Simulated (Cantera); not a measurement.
Charge: 1 mol CuO, a varied amount of CO, 0.22 mol H2, equilibrated at 925 K and 0.133 bar.

Cantera equilibrium calculation (NASA polynomials, part measured and part estimated; ideal gas, pure solids and liquids). Candidate condensed phases: C, C6H6, C7H8, C8H18, Cu, CuO, Cu(OH)2, Cu2O, H2O; 113 gas species. Kinetics and transport are ignored.

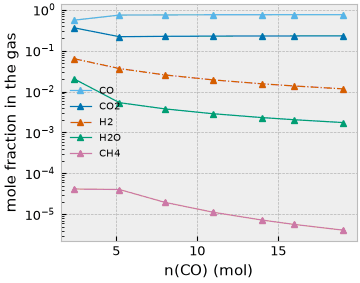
*Equilibrium gas composition (values under 1e-9 drawn at 1e-9)*

At 2.4 mol CO the condensed part is Cu(s). From 5.2 mol CO to 19 mol CO the condensed part is C(graphite) + Cu(s).
